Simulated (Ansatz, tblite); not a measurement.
# In14P14 wurtzite off sphere (In₁₄P₁₄H₃₄): removing and adding an electron

Aim: the energy of removing and adding an electron for In14P14 wurtzite off sphere (In₁₄P₁₄H₃₄), by energy differences, and how well orbital energies stand in for it.

Program: Ansatz 0.2.0, Gaussian basis. Level of theory: as each input shows. These are calculated values, not measurements.

The runs, in order: charge +1 doublet, at the geometry of the singlet (PBE0-D4/def2-TZVP, PBE-D4/def2-TZVP); charge -1 doublet, at the geometry of the singlet (PBE0-D4/def2-TZVP, PBE-D4/def2-TZVP); the starting singlet's energies come from earlier runs.

1 further run of the same task is left out (set aside as unsound or not needed).

### 1 The relaxed structure

The singlet was relaxed beforehand with PBE-D4/def2-SVP.

62 atoms, charge 0, spin multiplicity 1.

Atoms are counted from 1 here; the program's logs count them from 0.

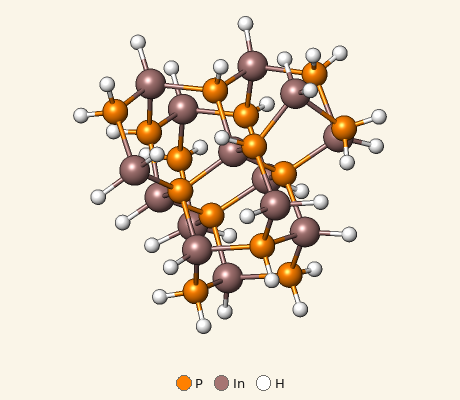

The structure; phosphorus orange, indium brown, hydrogen white.

In takes a core potential in the def2 sets. No spin-orbit coupling is included.

### 2 Charge +1 doublet at the fixed geometry, PBE0-D4/def2-TZVP

Input file in.yaml:

```yaml
crystal:
  periodic: [false, false, false]
  atoms:
    - {symbol: P, position_ang: [-1.645610, -5.079268, -0.624999]}
    - {symbol: In, position_ang: [-3.793724, -4.104291, 0.641497]}
    - {symbol: In, position_ang: [-3.712151, -2.098766, -3.299337]}
    - {symbol: P, position_ang: [-3.478161, -1.885321, -0.681175]}
    - {symbol: In, position_ang: [0.748742, -4.231994, -0.050256]}
    - {symbol: P, position_ang: [0.405013, -4.093148, 2.559634]}
    - {symbol: In, position_ang: [0.535604, -1.969977, -3.272486]}
    - {symbol: P, position_ang: [-1.569800, -0.672611, -3.928525]}
    - {symbol: P, position_ang: [0.687485, -1.775223, -0.712032]}
    - {symbol: In, position_ang: [-1.428263, -0.588154, 0.115805]}
    - {symbol: In, position_ang: [0.604621, -1.804044, 3.814653]}
    - {symbol: P, position_ang: [-1.367783, -0.552872, 2.726577]}
    - {symbol: In, position_ang: [-1.715038, 1.793351, -3.207444]}
    - {symbol: P, position_ang: [-1.513618, 1.832697, -0.654934]}
    - {symbol: In, position_ang: [-3.850270, 2.809978, -0.034404]}
    - {symbol: In, position_ang: [-1.508098, 1.777080, 3.841983]}
    - {symbol: P, position_ang: [-3.447980, 2.991893, 2.609457]}
    - {symbol: P, position_ang: [2.576360, -0.460832, -3.987252]}
    - {symbol: In, position_ang: [2.847012, -0.598112, 0.088091]}
    - {symbol: P, position_ang: [2.567797, -0.562151, 2.702423]}
    - {symbol: In, position_ang: [2.927450, 1.991583, -3.111791]}
    - {symbol: P, position_ang: [0.595896, 2.832099, -3.966643]}
    - {symbol: P, position_ang: [2.696386, 1.870896, -0.583801]}
    - {symbol: In, position_ang: [0.563124, 3.144714, 0.112661]}
    - {symbol: In, position_ang: [2.620287, 1.758871, 3.846297]}
    - {symbol: P, position_ang: [0.563307, 2.842306, 2.727386]}
    - {symbol: In, position_ang: [4.867448, 3.178785, 0.046004]}
    - {symbol: P, position_ang: [4.658339, 2.901741, 2.704169]}
    - {symbol: H, position_ang: [-1.594212, -6.510267, -0.659300]}
    - {symbol: H, position_ang: [-1.817719, -4.853057, -2.029261]}
    - {symbol: H, position_ang: [-5.171786, -5.004053, 0.084704]}
    - {symbol: H, position_ang: [-3.249020, -3.944855, 2.295434]}
    - {symbol: H, position_ang: [-3.267631, -3.747678, -3.667048]}
    - {symbol: H, position_ang: [-5.124654, -1.227762, -3.811820]}
    - {symbol: H, position_ang: [-4.527079, -1.003082, -0.259866]}
    - {symbol: H, position_ang: [2.090244, -5.251870, -0.465146]}
    - {symbol: H, position_ang: [-0.925422, -4.544750, 2.835841]}
    - {symbol: H, position_ang: [1.125939, -5.118887, 3.251556]}
    - {symbol: H, position_ang: [0.716587, -3.575168, -3.928240]}
    - {symbol: H, position_ang: [-1.533304, -0.648418, -5.362403]}
    - {symbol: H, position_ang: [0.648172, -1.981371, 5.541643]}
    - {symbol: H, position_ang: [-2.522753, -1.285581, 3.155373]}
    - {symbol: H, position_ang: [-3.002748, 2.704669, -3.943962]}
    - {symbol: H, position_ang: [-5.027202, 1.527189, -0.149183]}
    - {symbol: H, position_ang: [-3.984916, 4.453640, -0.585684]}
    - {symbol: H, position_ang: [-1.589876, 1.785361, 5.578555]}
    - {symbol: H, position_ang: [-4.641146, 2.726718, 3.357107]}
    - {symbol: H, position_ang: [-3.295927, 4.360044, 3.003935]}
    - {symbol: H, position_ang: [2.695196, -0.454240, -5.413611]}
    - {symbol: H, position_ang: [3.773068, -1.192858, -3.706297]}
    - {symbol: H, position_ang: [4.310306, -1.434276, -0.367178]}
    - {symbol: H, position_ang: [3.724734, -1.220247, 3.237508]}
    - {symbol: H, position_ang: [4.269577, 2.777873, -3.890759]}
    - {symbol: H, position_ang: [0.643607, 2.924429, -5.394506]}
    - {symbol: H, position_ang: [0.547665, 4.235881, -3.694299]}
    - {symbol: H, position_ang: [0.573290, 4.833952, -0.325248]}
    - {symbol: H, position_ang: [2.650069, 1.757751, 5.585642]}
    - {symbol: H, position_ang: [0.564307, 4.170630, 3.269724]}
    - {symbol: H, position_ang: [6.255346, 2.216002, -0.373254]}
    - {symbol: H, position_ang: [4.606459, 4.878552, -0.218782]}
    - {symbol: H, position_ang: [5.809702, 2.244707, 3.246705]}
    - {symbol: H, position_ang: [4.836771, 4.151768, 3.380559]}
basis:
  gaussian: {orbitals: def2-TZVP, fitting: {mean_field: def2-universal-jkfit}}
total_charge: 1
magnetization: {spin_polarized: true, initial_magnetization: 1}
hamiltonian: {xc: pbe0, dispersion: d4}
scf: {omitted_lower_state_checks: [starts]}
output: {orbitals: {seedname: orbitals}}
```

On the command line:

```
$ ansatz run in.yaml --threads 11 --pin off --events-out ev --progress --plain --max-ram 166912MiB --backend cuda --devices 0, --max-vram 75GiB
```

Standard output:

```text
Functional definition: PBE0
  name "PBE0"
  cite "Adamo & Barone, J. Chem. Phys. 110, 6158 (1999) doi:10.1063/1.478522"
  cite "Perdew, Burke & Ernzerhof, Phys. Rev. Lett. 77, 3865 (1996) doi:10.1103/PhysRevLett.77.3865"
  parent pbe
  parameter a = 0.25
  parameter kappa = 0.804
  parameter beta = 0.06672455060314922
  exchange = (1 - a)*pbe_x(kappa = kappa, mu = beta*pi^2/3) + a*exact_x
  correlation = pbe_c(beta = beta)
these checks for a lower state are left out or cut short: starts
5456 factors; integrals over basis functions are off by at most 6.2e-1 eV
mean field evaluation 1: about -202981.5746 eV, gradient 5.0e1 eV
mean field evaluation 2: about -202958.4177 eV, gradient 8.3e1 eV
mean field evaluation 4: about -202994.6371 eV, gradient 1.2e1 eV
mean field evaluation 8: about -202995.7251 eV, gradient 6.0e-1 eV
mean field evaluation 16: about -202995.7856 eV, gradient 1.7e-1 eV
mean field evaluation 32: about -202995.7974 eV, gradient 9.0e-6 eV
mean field -202995.79738285 eV, -7459.9579583262 hartree, gradient 4.5e-6 eV, S^2 0.755588; 0 other end points of the search recorded, 0 dependent functions left out
reference -202995.79752207 eV, -7459.9579634425 hartree; 269, 268 occupied and 1153, 1154 virtual orbitals, 5456 factors
Total energy: -203000.53316805 eV, -7460.1319952225 hartree
Checks for a lower state left out: starts
```

It took 49 s on 1 × H100 with 11 threads of AMD EPYC 7R13, shared host; peak host memory 2.8 GiB.

From the report: HOMO -9.20 eV, LUMO -8.21 eV (over both spins); ⟨S²⟩ 0.756 (pure: 0.75).

### 3 Charge +1 doublet at the fixed geometry, PBE-D4/def2-TZVP

start.molden holds the orbitals of an earlier run on this state, given as this run's starting guess.

Edit in.yaml of step 2 so:

```diff
@@ -66,6 +66,6 @@
 basis:
-  gaussian: {orbitals: def2-TZVP, fitting: {mean_field: def2-universal-jkfit}}
+  gaussian: {orbitals: def2-TZVP, fitting: {mean_field: def2-universal-jkfit}, initial_orbitals: start.molden}
 total_charge: 1
 magnetization: {spin_polarized: true, initial_magnetization: 1}
-hamiltonian: {xc: pbe0, dispersion: d4}
+hamiltonian: {xc: pbe, dispersion: d4}
 scf: {omitted_lower_state_checks: [starts]}
```

Launched as before.

Standard output:

```text
Functional definition: PBE
  name "PBE"
  cite "Perdew, Burke & Ernzerhof, Phys. Rev. Lett. 77, 3865 (1996) doi:10.1103/PhysRevLett.77.3865"
  parent pbe
  parameter kappa = 0.804
  parameter beta = 0.06672455060314922
  exchange = pbe_x(kappa = kappa, mu = beta*pi^2/3)
  correlation = pbe_c(beta = beta)
these checks for a lower state are left out or cut short: starts
5456 factors; integrals over basis functions are off by at most 6.2e-1 eV
mean field evaluation 1: about -202982.6553 eV, gradient 2.1e1 eV
mean field evaluation 2: about -202983.7002 eV, gradient 1.3e0 eV
mean field evaluation 4: about -202983.7504 eV, gradient 1.4e-1 eV
mean field evaluation 8: about -202983.7514 eV, gradient 2.6e-4 eV
mean field evaluation 16: about -202983.7514 eV, gradient 3.6e-6 eV
mean field -202983.75136727 eV, -7459.5152754187 hartree, gradient 3.6e-6 eV, S^2 0.751302; 0 other end points of the search recorded, 0 dependent functions left out
reference -202983.75156148 eV, -7459.5152825560 hartree; 269, 268 occupied and 1153, 1154 virtual orbitals, 5456 factors
Total energy: -202988.87009447 eV, -7459.7033851738 hartree
Checks for a lower state left out: starts
```

Wall time 19 s (1 × H100 with 11 threads of AMD EPYC 7R13, shared host); peak host memory 2.6 GiB.

Report: HOMO -8.27 eV, LUMO -8.16 eV (over both spins); ⟨S²⟩ 0.751 (pure: 0.75).

### 4 Vertical ionisation energy

Charged state less starting state, singlet to doublet; the starting state's energies are those of its earlier runs.

```
            level  vertical ionisation energy (eV)  time
 PBE-D4/def2-TZVP                            +6.99  31 s
PBE0-D4/def2-TZVP                            +7.45  63 s
```

Times add the two runs; a level without a time comes out of a correlated run.

Beside −ε(HOMO) of the starting state:

```
            level  −ε(HOMO) (eV)  by difference (eV)  mismatch (eV)
 PBE-D4/def2-TZVP           5.66                6.99          -1.33
PBE0-D4/def2-TZVP           6.56                7.45          -0.90
```

### 5 Charge -1 doublet at the fixed geometry, PBE0-D4/def2-TZVP

Edit in.yaml of step 3 so:

```diff
@@ -66,6 +66,6 @@
 basis:
-  gaussian: {orbitals: def2-TZVP, fitting: {mean_field: def2-universal-jkfit}, initial_orbitals: start.molden}
-total_charge: 1
+  gaussian: {orbitals: def2-TZVP, fitting: {mean_field: def2-universal-jkfit}}
+total_charge: -1
 magnetization: {spin_polarized: true, initial_magnetization: 1}
-hamiltonian: {xc: pbe, dispersion: d4}
+hamiltonian: {xc: pbe0, dispersion: d4}
 scf: {omitted_lower_state_checks: [starts]}
```

Launched as before.

Standard output, cut to the lines that bear on the results:

```text
Functional definition: PBE0
  name "PBE0"
  cite "Adamo & Barone, J. Chem. Phys. 110, 6158 (1999) doi:10.1063/1.478522"
  cite "Perdew, Burke & Ernzerhof, Phys. Rev. Lett. 77, 3865 (1996) doi:10.1103/PhysRevLett.77.3865"
  parent pbe
[...]
5456 factors; integrals over basis functions are off by at most 6.2e-1 eV
[...]
mean field -203004.12205357 eV, -7460.2638843326 hartree, gradient 8.3e-6 eV, S^2 0.751774; 0 other end points of the search recorded, 0 dependent functions left out
reference -203004.12221209 eV, -7460.2638901581 hartree; 270, 269 occupied and 1152, 1153 virtual orbitals, 5456 factors
Total energy: -203008.99793467 eV, -7460.4430696580 hartree
Checks for a lower state left out: starts
```

Wall time 48 s (1 × H100 with 11 threads of AMD EPYC 7R13, shared host); peak host memory 2.8 GiB.

From the report: HOMO -0.15 eV, LUMO 0.68 eV (over both spins); ⟨S²⟩ 0.752 (pure: 0.75).

### 6 Charge -1 doublet at the fixed geometry, PBE-D4/def2-TZVP

Edit in.yaml of step 5 so:

```diff
@@ -66,6 +66,6 @@
 basis:
-  gaussian: {orbitals: def2-TZVP, fitting: {mean_field: def2-universal-jkfit}}
+  gaussian: {orbitals: def2-TZVP, fitting: {mean_field: def2-universal-jkfit}, initial_orbitals: start.molden}
 total_charge: -1
 magnetization: {spin_polarized: true, initial_magnetization: 1}
-hamiltonian: {xc: pbe0, dispersion: d4}
+hamiltonian: {xc: pbe, dispersion: d4}
 scf: {omitted_lower_state_checks: [starts]}
```

Same command.

Standard output:

```text
Functional definition: PBE
  name "PBE"
  cite "Perdew, Burke & Ernzerhof, Phys. Rev. Lett. 77, 3865 (1996) doi:10.1103/PhysRevLett.77.3865"
  parent pbe
  parameter kappa = 0.804
  parameter beta = 0.06672455060314922
  exchange = pbe_x(kappa = kappa, mu = beta*pi^2/3)
  correlation = pbe_c(beta = beta)
these checks for a lower state are left out or cut short: starts
5456 factors; integrals over basis functions are off by at most 6.2e-1 eV
mean field evaluation 1: about -202990.8594 eV, gradient 2.1e1 eV
mean field evaluation 2: about -202991.8992 eV, gradient 1.3e0 eV
mean field evaluation 4: about -202991.9442 eV, gradient 1.2e-1 eV
mean field evaluation 8: about -202991.9447 eV, gradient 1.4e-4 eV
mean field evaluation 16: about -202991.9447 eV, gradient 5.5e-6 eV
mean field -202991.94474208 eV, -7459.8163763893 hartree, gradient 5.5e-6 eV, S^2 0.750555; 0 other end points of the search recorded, 0 dependent functions left out
reference -202991.94494906 eV, -7459.8163839960 hartree; 270, 269 occupied and 1152, 1153 virtual orbitals, 5456 factors
Total energy: -202997.21633255 eV, -7460.0101037660 hartree
Checks for a lower state left out: starts
```

It took 22 s on 1 × H100 with 11 threads of AMD EPYC 7R13, shared host; peak host memory 2.7 GiB.

Report: HOMO -0.12 eV, LUMO -0.04 eV (over both spins); ⟨S²⟩ 0.751 (pure: 0.75).

### 7 Vertical electron affinity

Starting state less charged state (positive: the electron is bound), singlet to doublet; the starting state's energies are those of its earlier runs.

```
            level  vertical electron affinity (eV)  time
 PBE-D4/def2-TZVP                            +1.35  34 s
PBE0-D4/def2-TZVP                            +1.01  62 s
```

Times add the two runs; a level without a time comes out of a correlated run.

Beside −ε(LUMO) of the starting state:

```
            level  −ε(LUMO) (eV)  by difference (eV)  mismatch (eV)
 PBE-D4/def2-TZVP           2.45                1.35          +1.09
PBE0-D4/def2-TZVP           1.73                1.01          +0.72
```

### 8 Summary of results

| quantity | value |
| --- | --- |
| vertical ionisation energy, functionals in def2-TZVP | 6.99 (PBE-D4) to 7.45 eV (PBE0-D4) |
| vertical electron affinity, functionals in def2-TZVP | 1.01 (PBE0-D4) to 1.35 eV (PBE-D4) |

What this shows: The vertical ionisation energy spans 6.99 to 7.45 eV over the functionals. −ε(HOMO) misses the level's own difference by -0.90 eV at best (PBE0-D4) and -1.33 eV at worst (PBE-D4). The vertical electron affinity spans 1.01 to 1.35 eV over the functionals. −ε(LUMO) misses the level's own difference by +0.72 eV at best (PBE0-D4) and +1.09 eV at worst (PBE-D4).
